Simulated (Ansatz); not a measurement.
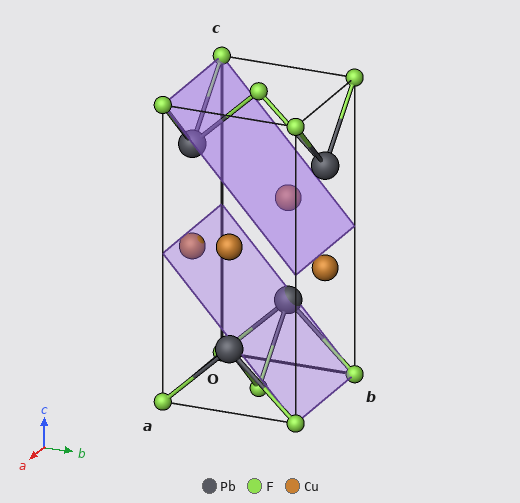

Every member of one family of equally spaced planes, hx + ky + lz = a whole number, that cuts the unit cell is shaded (one member passes through the origin O, touching the cell only at an edge or corner). Crystal: CuPbF, the end point of a relaxation with DFT, PAW plane waves, r2scan (Ansatz); the starting structure was generated, so it need not be a known form of this composition. All values are computed from the atomic coordinates in the standard setting (tolerance 0.002 Å).

a = 3.622 Å, b = 3.622 Å, c = 7.961 Å, α = 90.00°, β = 90.00°, γ = 90.00°.

**Index the planes.**

(0 1 2); the opposite sign names the same planes. The member next to the origin meets the axes a never, b at 1, c at 1/2.

**What is the spacing?**

d = 2.679 Å.

**Which atoms of the cell lie in these planes (within 0.03 Å)?**

1 of the 2 F.
